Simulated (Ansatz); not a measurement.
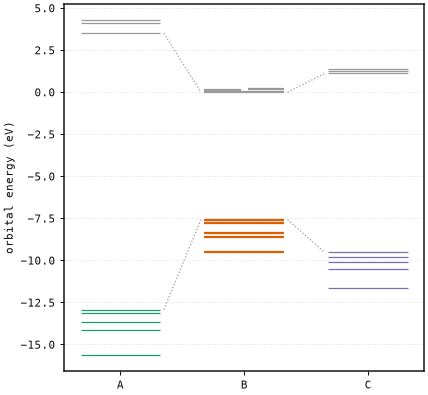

Frontier orbital energies (alpha spin) of SiNH₂ClF, SMILES [NH][Si@@H](F)Cl, doublet at one geometry, def2-TZVPP, the Ansatz code, at a PBE0-D4/def2-TZVP geometry (a minimum by its frequencies). Empty levels are grey, levels within 0.1 eV stand side by side; all columns show the same few orbitals around the gap. Dotted lines join the HOMOs and the LUMOs. HOMO and LUMO mean the alpha set's.

The columns come from HF, r2SCAN0 and revPBE. Which is which?

A: HF (HOMO −12.93, LUMO 3.49, separation 16.42 eV)
B: revPBE (HOMO −7.58, LUMO −0.01, separation 7.58 eV)
C: r2SCAN0 (HOMO −9.53, LUMO 1.11, separation 10.64 eV)

Caveats, for all or some of the runs: empty levels above zero depend strongly on the basis.
